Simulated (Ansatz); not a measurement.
# N2 (nitrogen): levels of theory compared

Aim: a comparison of 6 runs (B2PLYP/STO-3G, HSE06/STO-3G, SVWN5/STO-3G, r2SCAN/STO-3G, r2SCAN0/STO-3G, wB97X/STO-3G) of N2 (nitrogen). 

Program for the calculation: Ansatz 0.2.0.

29 further runs of the same task are left out: 15 that didn't finish, 14 set aside as unsound or not needed.

### Step 1. The structure to begin with

N2: 2 atoms, total charge 0, spin state singlet. SMILES: `N#N`. The N2–N1 distance was set to 2.179 Å, away from the relaxed value.

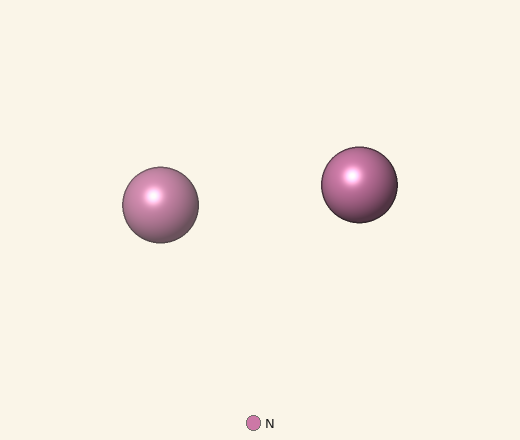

The structure, seen from a chosen angle (nitrogen pink).

### Step 2. The energy at B2PLYP/STO-3G (run 1)

run.yaml

```yaml
crystal:
  periodic: [false, false, false]
  atoms:
    - {symbol: N, position_ang: [1.396486, -0.450895, 0.719393]}
    - {symbol: "N", position_ang: [-0.465500, 0.150300, -0.239800]}
basis:
  gaussian:
    orbitals: STO-3G
hamiltonian:
  xc: {name: B2PLYP}
correlation:
  frozen_orbitals: {"N": 1}
accuracy: high
```

Command:

```bash
$ ansatz run run.yaml --threads 1 --pin off --max-ram 2610MiB --events-out events.jsonl --progress --plain --runs-dir runs
```

What it wrote:

```text
Warning: RAYON_NUM_THREADS=1 ignored (pool sized by the plan → 1); use --threads N
Functional definition: B2PLYP
  name "B2PLYP"
  parameter a = 0.53
  parameter c = 0.27
  exchange = (1 - a)*b88_x + a*exact_x
  correlation = (1 - c)*lyp_c + c*(mp2_os + mp2_ss)
149 factors; integrals over basis functions are off by at most 1.8e-8 eV
mean field evaluation 1: about -2919.7088 eV, gradient 8.9e-1 eV
mean field evaluation 2: about -2919.6827 eV, gradient 7.6e-1 eV
mean field evaluation 4: about -2919.6853 eV, gradient 8.2e-4 eV
mean field evaluation 8: about -2919.6853 eV, gradient 1.4e-5 eV
mean field evaluation 16: about -2921.9898 eV, gradient 2.3e-1 eV
mean field evaluation 32: about -2919.7088 eV, gradient 8.9e-1 eV
mean field -2921.98894407 eV, -107.3811130992 hartree, gradient 2.0e-8 eV, S^2 0.000000; 5 other end points of the search recorded, 0 dependent functions left out; unrestricted orbitals would lower it
2 core orbitals not correlated: weight in the atoms' cores, before any rotation towards them, 1.000 or more for the frozen orbitals, at most 0.000 for the correlated occupied ones
reference -2921.98895447 eV, -107.3811134814 hartree; 5, 5 occupied and 3, 3 virtual orbitals, 149 factors
second order -4.98757183 eV of doubles, -0.00000000 eV of singles
Total energy: -2923.33559886 eV, -107.4306017501 hartree
```

Run time: 0.64 s. Hardware: 1 thread of Intel Xeon Platinum 8375C at 2.90GHz (Ice Lake), shared host.

### Step 3. The energy at HSE06/STO-3G (run 2)

job.yaml

```yaml
basis:
  gaussian: {orbitals: STO-3G}
crystal:
  periodic: [false, false, false]
  atoms:
    - {symbol: N, position_ang: [1.396486, -0.450895, 0.719393]}
    - {symbol: "N", position_ang: [-0.465500, 0.150300, -0.239800]}
hamiltonian: {xc: {name: HSE06}}
accuracy: high
```

Command:

```bash
$ ansatz run job.yaml --threads 1 --pin off --max-ram 2610MiB --events-out events.jsonl --progress --plain --runs-dir runs
```

What it wrote:

```text
Warning: RAYON_NUM_THREADS=1 ignored (pool sized by the plan → 1); use --threads N
Functional definition: HSE06
  name "HSE06"
  parameter a = 0.25
  parameter omega = 0.11/bohr
  exchange = pbe_x - a*pbe_x_sr(omega) + a*exact_x_sr(omega)
  correlation = pbe_c
149 factors; integrals over basis functions are off by at most 1.8e-8 eV
36 factors; integrals over basis functions are off by at most 7.7e-10 eV
mean field evaluation 1: about -2924.0591 eV, gradient 5.5e-1 eV
mean field evaluation 2: about -2924.0599 eV, gradient 9.2e-2 eV
mean field evaluation 4: about -2924.0237 eV, gradient 1.2e-2 eV
mean field evaluation 8: about -2924.0237 eV, gradient 2.4e-8 eV
mean field evaluation 16: about -2923.6592 eV, gradient 1.4e0 eV
mean field -2924.02370327 eV, -107.4558891209 hartree, gradient 1.1e-9 eV, S^2 0.000000; 1 other end points of the search recorded, 0 dependent functions left out
reference -2924.02370427 eV, -107.4558891575 hartree; 7, 7 occupied and 3, 3 virtual orbitals, 149 factors
Total energy: -2924.02370427 eV, -107.4558891575 hartree
```

Run time: 0.42 s. Hardware: 1 thread of Intel Xeon Platinum 8375C at 2.90GHz (Ice Lake), shared host.

### Step 4. A single-point energy at SVWN5/STO-3G (run 3)

run.yaml

```yaml
crystal:
  periodic: [false, false, false]
  atoms:
    - {symbol: "N", position_ang: [1.396486, -0.450895, 0.719393]}
    - {symbol: "N", position_ang: [-0.465500, 0.150300, -0.239800]}
basis:
  gaussian: {orbitals: STO-3G}
hamiltonian: {xc: {name: SVWN5}}
accuracy: high
```

Command:

```bash
$ ansatz run run.yaml --threads 1 --pin off --max-ram 2610MiB --events-out events.jsonl --progress --plain --runs-dir runs
```

What it wrote:

```text
Warning: RAYON_NUM_THREADS=1 ignored (pool sized by the plan → 1); use --threads N
Functional definition: SVWN5
  name "SVWN5"
  exchange = slater_x
  correlation = vwn5_c
149 factors; integrals over basis functions are off by at most 1.8e-8 eV
mean field evaluation 1: about -2904.7359 eV, gradient 1.7e0 eV
mean field evaluation 2: about -2904.7485 eV, gradient 8.1e-1 eV
mean field evaluation 4: about -2904.7043 eV, gradient 1.5e-1 eV
mean field evaluation 8: about -2904.7045 eV, gradient 5.0e-4 eV
mean field evaluation 16: about -2901.0858 eV, gradient 9.7e-1 eV
mean field -2904.70445589 eV, -106.7459198747 hartree, gradient 4.3e-9 eV, S^2 0.000000; 0 other end points of the search recorded, 0 dependent functions left out
reference -2904.70445686 eV, -106.7459199101 hartree; 7, 7 occupied and 3, 3 virtual orbitals, 149 factors
Total energy: -2904.70445686 eV, -106.7459199101 hartree
```

It took 0.2 s on 1 thread of Intel Xeon Platinum 8375C at 2.90GHz (Ice Lake), shared host.

Runs 4 to 5 aren't shown in full; the table further down has their settings and results.

### Step 5. The energy at wB97X/STO-3G (run 6)

in.yaml

```yaml
crystal:
  periodic: [false, false, false]
  atoms:
    - {symbol: "N", position_ang: [1.396486, -0.450895, 0.719393]}
    - {symbol: "N", position_ang: [-0.465500, 0.150300, -0.239800]}
basis:
  gaussian:
    orbitals: STO-3G
accuracy: high
hamiltonian:
  xc: {name: wB97X}
```

Command:

```bash
$ ansatz run in.yaml --threads 1 --pin off --max-ram 2610MiB --events-out events.jsonl --progress --plain --runs-dir runs
```

What it wrote, shortened:

```text
Warning: RAYON_NUM_THREADS=1 ignored (pool sized by the plan → 1); use --threads N
Functional definition: wB97X
  name "wB97X"
[...]
      + exact_x_lr(omega)
[...]
      + integral(e_c_pw_opposite_spin*poly(b97_u_opposite, 1, cos1, cos2, cos3, cos4))
149 factors; integrals over basis functions are off by at most 1.8e-8 eV
90 factors; integrals over basis functions are off by at most 4.4e-10 eV
[...]
mean field -2926.22656663 eV, -107.5368428560 hartree, gradient 3.5e-9 eV, S^2 0.000000; 3 other end points of the search recorded, 0 dependent functions left out
reference -2926.22656592 eV, -107.5368428299 hartree; 7, 7 occupied and 3, 3 virtual orbitals, 149 factors
Total energy: -2926.22656592 eV, -107.5368428299 hartree
```

Wall time 2 s (1 thread of Intel Xeon Platinum 8375C at 2.90GHz (Ice Lake), shared host); peak memory 0.15 GiB.

### Step 6. All runs side by side

| run | level | frozen core orbitals | energy (Eh) | wall time |
| --- | --- | --- | --- | --- |
| 1 | B2PLYP/STO-3G | 2 | -107.430602 | 0.64 s |
| 2 | HSE06/STO-3G | – | -107.455889 | 0.42 s |
| 3 | SVWN5/STO-3G | – | -106.745920 | 0.2 s |
| 4 | r2SCAN/STO-3G | – | -107.581984 | 0.78 s |
| 5 | r2SCAN0/STO-3G | – | -107.492535 | 1.3 s |
| 6 | wB97X/STO-3G | – | -107.536843 | 2 s |

### Step 7. Results

```
           quantity          value
run 6: total energy  -107.53684 Eh
```

In words: Totals of different functionals can't be ranked against each other. In run 1 the log says that unrestricted orbitals would lower the reference, so the values rest on an unstable closed-shell determinant (other closed-shell runs at this shape may share the fault). In runs 1, 2, 3, 4, 5, 6 the basis is minimal, so the values are rough. All runs together took 5.4 s, the longest 2 s.
